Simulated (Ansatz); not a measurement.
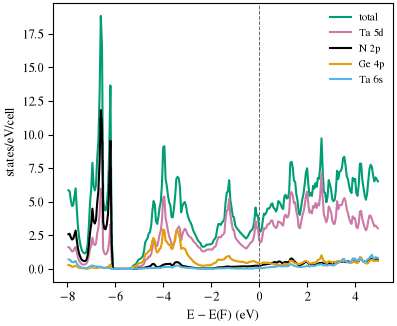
*Total and projected density of states of Ta2GeN in space group P6_3/mmc (No. 194; Ge on 2d, Ta on 4f, N on 2a), plane-wave PAW PBE (Ansatz code)*

Question: Which orbitals carry the states next to the Fermi level?

Answer: Within 0.5 eV of the Fermi level: Ta 5d 73 %, Ge 4p 13 %, N 2p 8 %. Projections are on Löwdin-orthogonalised atomic valence shells; empty p or d shells of many metals are not among them.

Question: Where is the tallest occupied peak in this window, and what makes it?

Answer: Near -6.6 eV, about 19 states/eV per cell; the largest projected share is N 2p.

The start of the workflow was typed in or built on a structure type; neither database checked (COD, Materials Project) lists it. Its standing as an ambient phase is unchecked. Symmetry was held in the PBE relaxation; whether a distortion lowers the energy is not shown. No spin polarisation was allowed. Scalar-relativistic: spin–orbit coupling is off unless named, which matters more the heavier the elements.

Potentials: the earlier of the program's two PAW sets.
